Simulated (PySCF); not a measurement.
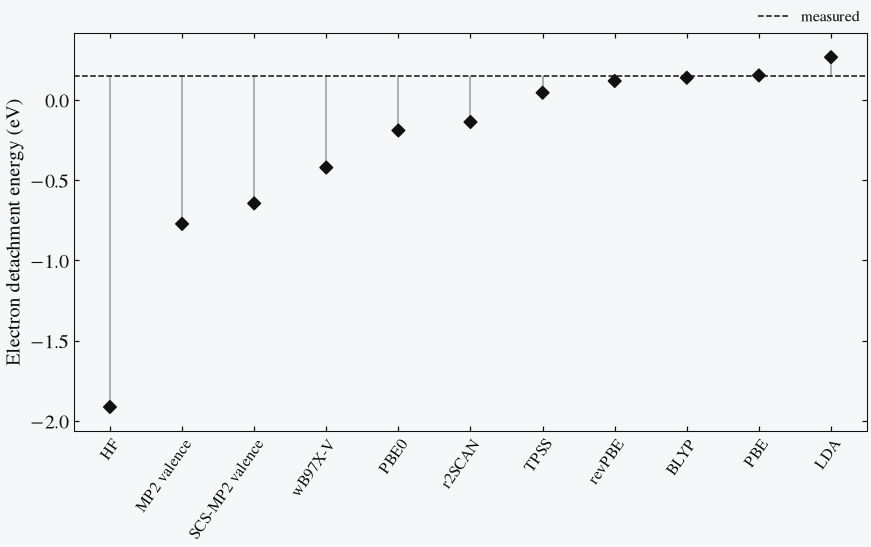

The electron detachment energy of Re⁻ ([Xe] 4f¹⁴ 5d⁶ 6s² → [Xe] 4f¹⁴ 5d⁵ 6s²) across levels of theory. PySCF, aug-cc-pVTZ-PP with a 60-electron core potential, unrestricted single determinants, no spin-orbit coupling. Methods marked “valence” freeze 8 core electrons.

> How do the methods compare?

The values run from −1.91 eV (HF) to 0.27 eV (LDA). The measured value is 0.15 eV; nearest to it come PBE (+0.00) and BLYP (−0.01), furthest HF (−2.06 eV).

| Method | Electron detachment energy (eV) |
| --- | --- |
| HF | −1.91 |
| LDA | 0.27 |
| PBE | 0.15 |
| PBE0 | −0.19 |
| r2SCAN | −0.14 |
| wB97X-V | −0.42 |
| revPBE | 0.12 |
| BLYP | 0.14 |
| TPSS | 0.04 |
| MP2 valence | −0.77 |
| SCS-MP2 valence | −0.64 |

Note: highest occupied orbital is unbound; spin-orbit shift not estimated.
